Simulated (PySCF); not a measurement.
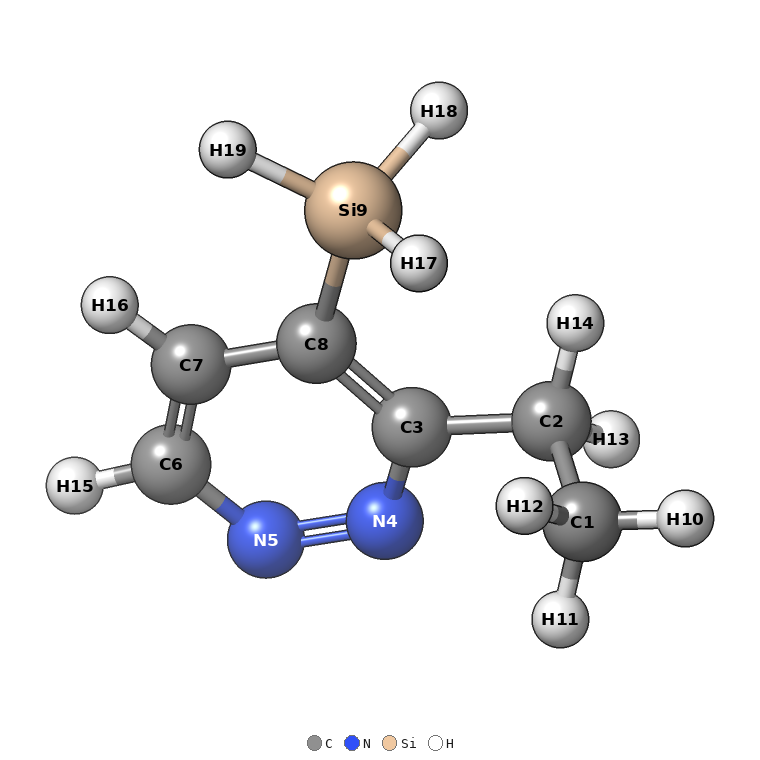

The computed structure is the end point of a PBE0-D3(BJ)/def2-SVP optimisation. No frequency run is at hand to confirm it as a minimum. Electric field gradients from the ground-state density, PBE0/pcSseg-1 (PySCF 2.14.0), non-relativistic apart from any core potentials.

Give the largest field-gradient component, the quadrupole coupling constant and the asymmetry for 14N at N4 (Q = 20.44 mb), 14N at N5 (Q = 20.44 mb).

```json
{"atom": "N4", "V_zz (a.u.)": "−1.244", "e²qQ/h (MHz)": "−5.97", "η": "0.12"}
{"atom": "N5", "V_zz (a.u.)": "−1.318", "e²qQ/h (MHz)": "−6.33", "η": "0.20"}
```
